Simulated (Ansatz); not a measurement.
CsPbCl3 (Pm-3m), computed twice by G0W0.

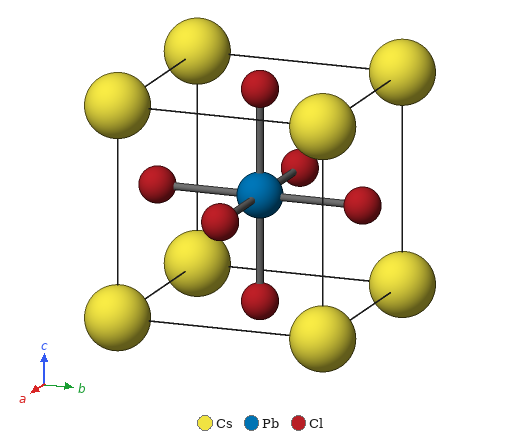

The structure (caesium yellow, lead blue, chlorine red). Some periodic images of atoms are drawn too.

The structure is cubic, space group Pm-3m (No. 221). The conventional cell has a = 5.605 Å, b = 5.605 Å, c = 5.605 Å, α = 90.00°, β = 90.00°, γ = 90.00°. Nearest to Cs lie 12 Cl at 3.96 Å. Nearest to Pb lie 6 Cl at 2.80 Å. Cl has 2 Pb at 2.80 Å and 4 Cs at 3.96 Å nearest. Farther neighbours and most contacts between anions are not listed.

```xyz
5
Lattice="5.6050 0.0000 0.0000 0.0000 5.6050 0.0000 0.0000 0.0000 5.6050" Properties=species:S:1:pos:R:3 pbc="T T T"
Cs    0.0000    0.0000    0.0000
Pb    2.8025    2.8025    2.8025
Cl    2.8025    2.8025    0.0000
Cl    0.0000    2.8025    2.8025
Cl    2.8025    0.0000    2.8025
```

The cell and positions come from the Crystallography Open Database and are kept as given unless a step says otherwise. Spin-orbit coupling is left out unless a run names it. PAW set soft_2, made with PBE.

The first (Ansatz 0.2.0; start PBE with 5 % screened exact exchange, 4×4×4 mesh, 734 empty bands, screening to 150 eV; 1 × NVIDIA H100 80GB HBM3 (shared by 6 runs) with 3 threads of AMD EPYC 7R13 (Zen 3), shared host) gave, on its mesh: starting gap 2.06 eV, G0W0 gap 3.26 eV, RPA ε∞ (mean) 4.12, 59 s.

Q: The second changes start from PBE with 5 % screened exact exchange to PBE with 20 % screened exact exchange. What does it give?

It gave: starting gap 2.46 eV, G0W0 gap 3.51 eV, RPA ε∞ (mean) 3.59, 65 s. The G0W0 gap moves by +0.25 eV, +0.40 eV from the start and −0.15 eV from the correction. Σc changes by −0.12 eV at the valence top and +0.09 eV at the conduction bottom, and Σx − Vxc between them by −0.36 eV.

Limits: not at the basis limit; no spin-orbit coupling.

[Paths, hosts, dates, memory and timing lines, banners, echoed tables and standing remarks are left out of the program output.]

[Logs are printed without paths, hosts, clocks, repeated set-up lines and the standing remarks that a program may print on its own settings, such as how far it seeks lower states.]

[Runs of the session that timed out or met a known fault of the program may be left out.]

[Cells called generated may have been cut or substituted from an entry of the Crystallography Open Database or the Materials Project.]

[Hosts, paths, dates, database ids (printed as entryN), source tags and the programs' standing remarks are cut or masked in the printed files.]
